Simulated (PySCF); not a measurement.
```csv
atom,x (Å),y (Å),z (Å)
N,-1.3443,2.6319,-0.2502
Si,-2.0670,1.1334,0.1917
N,-0.8791,-0.1154,-0.1207
Si,-1.2801,-1.5123,-1.0776
B,0.4188,0.0452,0.4443
N,1.4899,-0.8265,0.1568
Si,3.1334,-0.8005,0.6911
H,-0.3798,2.7727,0.0045
H,-1.8669,3.4814,-0.1135
H,-2.4911,0.9957,1.5969
H,-3.2029,0.9730,-0.7121
H,-0.5578,-1.4799,-2.3584
H,-2.7209,-1.5010,-1.3125
H,-0.9220,-2.7323,-0.3393
H,0.6351,0.9288,1.1882
H,1.2808,-1.5694,-0.4935
H,3.4817,-2.1616,1.1186
H,3.2567,0.1415,1.7999
H,4.0056,-0.3954,-0.4217
```

Geometry: GFN2-xTB.

Method: PySCF 2.14.0, CAM-B3LYP/def2-SVPD, SCF density, gas phase.

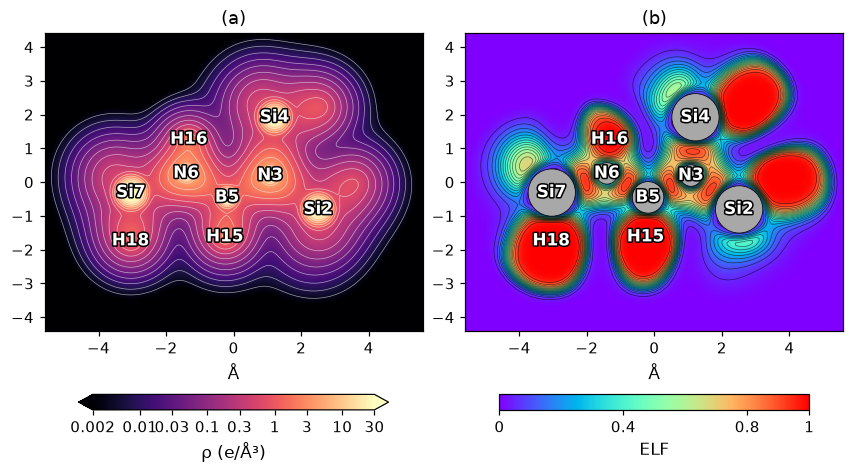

BH12N3Si3. (a) total electron density; (b) electron localisation function on the plane of atoms N3, B5 and N6. Grey discs cover the atomic cores in the ELF map.

### Interpret the plot.

- The section cuts through Si, N, B and H sites.
- B–N (1.41 Å): the density is about 1.9 e/Å³ at the midpoint; the ELF peaks at about 0.95 between the atoms (a polar covalent bond).
- Si–N (1.74 Å): ρ at the midpoint is about 1.1 e/Å³; the ELF peaks at about 0.90 between the atoms (a polar covalent bond).
- N–H (1.01 Å): the density is about 2.8 e/Å³ at the midpoint; the ELF climbs to about 1 towards the hydrogen, as it does in any bond to H; an ordinary covalent bond to hydrogen.
- B–H (1.18 Å): ρ is about 1.2 e/Å³ halfway; the ELF climbs to about 1 towards the hydrogen: an ordinary covalent bond to hydrogen.
- Si–H (1.46 Å): the density is about 0.81 e/Å³ at the midpoint; the ELF climbs to about 1 towards the hydrogen.
